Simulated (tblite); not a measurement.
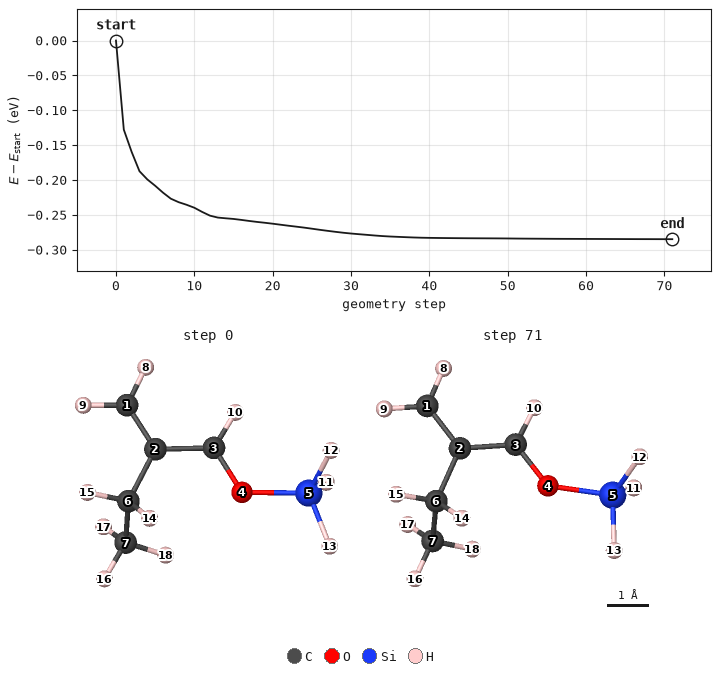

First and last geometry of a relaxation of C₅H₁₁OSi (multiplicity 2), with the history of the run. A ball-and-stick model, seen face on.

Level of theory: tblite 0.8.0, GFN2-xTB geometry optimisation, gas phase. 

> What do the curves and the structures tell?

It converged. H13 moves most after the best rigid fit: 0.50 Å. Largest moves by element: H 0.50 Å, O 0.17 Å, C 0.11 Å, Si 0.05 Å. Near-neighbour distances that change, for instance: C2–C3 1.456 → 1.389 Å, C1–C2 1.327 → 1.368 Å, O4–Si5 1.662 → 1.626 Å, Si5–H13 1.482 → 1.453 Å. Among the angles between lasting bonds that change: C3–O4–Si5 121.0° → 134.4°, O4–Si5–H13 110.3° → 98.9°, H12–Si5–H13 109.5° → 114.0°. After 71 geometry steps the energy has fallen by 0.285 eV. Cost: 0.38 s on 1 thread of Arm Neoverse V2, on a shared host.

```json
{"step": "0", "E − E(0), eV": "0.0000"}
{"step": "1", "E − E(0), eV": "-0.1277"}
{"step": "2", "E − E(0), eV": "-0.1596"}
{"step": "3", "E − E(0), eV": "-0.1873"}
{"step": "4", "E − E(0), eV": "-0.1991"}
{"step": "5", "E − E(0), eV": "-0.2082"}
{"step": "6", "E − E(0), eV": "-0.2180"}
{"step": "7", "E − E(0), eV": "-0.2267"}
{"step": "8", "E − E(0), eV": "-0.2317"}
{"step": "9", "E − E(0), eV": "-0.2354"}
{"step": "10", "E − E(0), eV": "-0.2397"}
{"step": "13", "E − E(0), eV": "-0.2538"}
{"step": "16", "E − E(0), eV": "-0.2571"}
{"step": "20", "E − E(0), eV": "-0.2625"}
{"step": "23", "E − E(0), eV": "-0.2668"}
{"step": "26", "E − E(0), eV": "-0.2713"}
{"step": "29", "E − E(0), eV": "-0.2755"}
{"step": "32", "E − E(0), eV": "-0.2785"}
{"step": "36", "E − E(0), eV": "-0.2814"}
{"step": "39", "E − E(0), eV": "-0.2826"}
{"step": "42", "E − E(0), eV": "-0.2831"}
{"step": "45", "E − E(0), eV": "-0.2834"}
{"step": "49", "E − E(0), eV": "-0.2836"}
{"step": "52", "E − E(0), eV": "-0.2839"}
{"step": "55", "E − E(0), eV": "-0.2841"}
{"step": "58", "E − E(0), eV": "-0.2843"}
{"step": "61", "E − E(0), eV": "-0.2844"}
{"step": "65", "E − E(0), eV": "-0.2846"}
{"step": "68", "E − E(0), eV": "-0.2847"}
{"step": "71", "E − E(0), eV": "-0.2847"}
```
